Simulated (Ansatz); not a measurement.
```xyz
7

B    -0.5319    0.5870   -1.6153
Cl   -3.5463    0.9362   -0.4780
Ge   -1.7518   -0.6332   -0.4270
In   -2.1330    2.8788   -2.1118
H     0.5803    0.1794   -1.8899
H    -1.2042    0.7584   -2.6584
H    -0.4549    1.6501   -0.9558
```

Geometry: B3LYP-D3(BJ)/def2-SVP; core potentials replace the inner electrons of In.

Computed with Ansatz 0.2.0, isolated molecule in a Gaussian basis; Kohn-Sham density functional theory, functional PBE0.

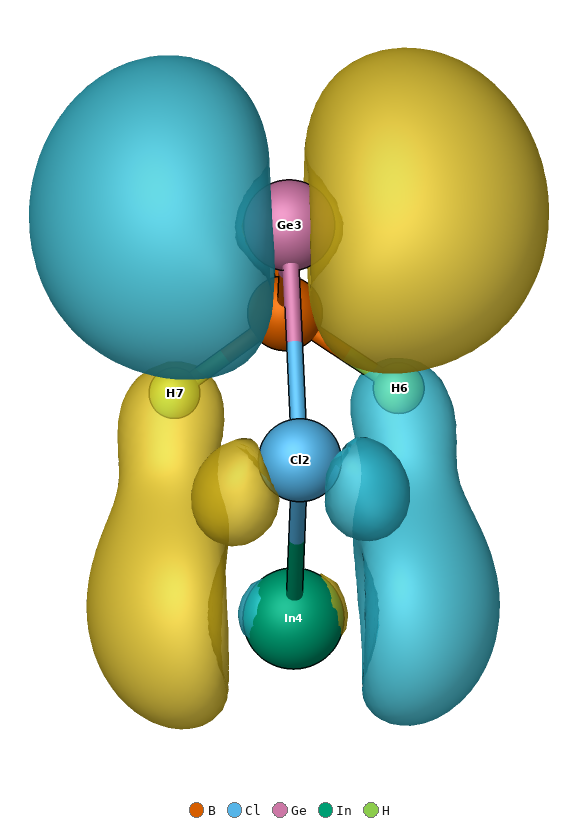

BClGeH₃In. The LUMO at ±0.08 Å⁻³ᐟ² (yellow and cyan are the two phases), seen at an oblique angle.

**Where does this orbital lie, and at what energy?**

By Hirshfeld shares it lies mainly on Ge3 (about 65 %) and In4 (about 20 %). Its energy is −2.64 eV.
